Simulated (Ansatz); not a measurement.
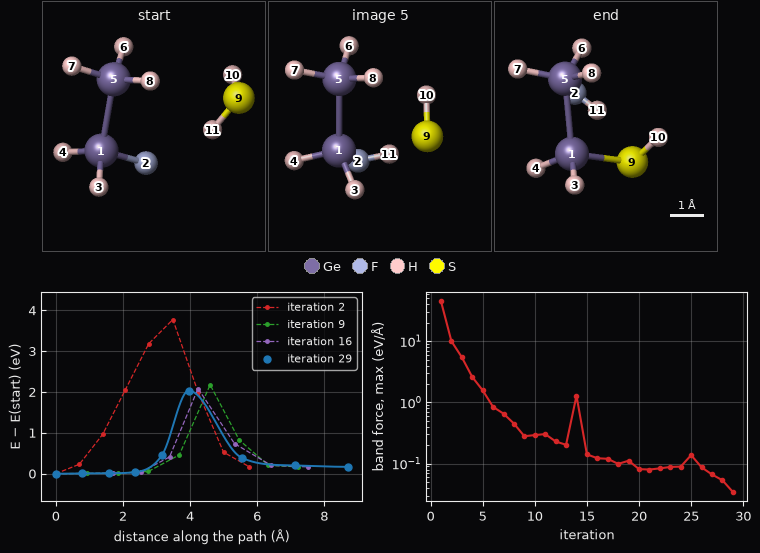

A nudged-elastic-band calculation for Ge$_{2}$H$_{7}$SF, made up at the start of Ge₂H₅F and H₂S. Images are numbered from 0 (start) to 8 (end). The plot follows the band through its iterations. A ball-and-stick model, seen at a tilt.

Method: RHF/def2-SVP (Ansatz 0.2.0). Set-up: 7 movable images; climbing image; force threshold 0.05 eV/Å; iteration limit 60; starting path by straight interpolation.

### Did the band converge, and can the barrier be trusted?

The run is converged, with reservations. The band converged in 29 iterations. The largest component of the band force went from 45 to 0.035 eV/Å. The climbing image converged on the top of the path. Its curvatures weren't checked. The straight starting path can push atoms close together and costs iterations. The first iteration put the highest image at 11.99 eV. The energy climbs by 2.03 eV to image 5 and then falls by 1.87 eV, so the end point sits at +0.17 eV.

Limits of the set-up: the start holds two separate molecules, 2.3 Å apart at their closest, whose relative position is a soft coordinate and is computed without a dispersion correction; Hartree-Fock leaves out electron correlation.
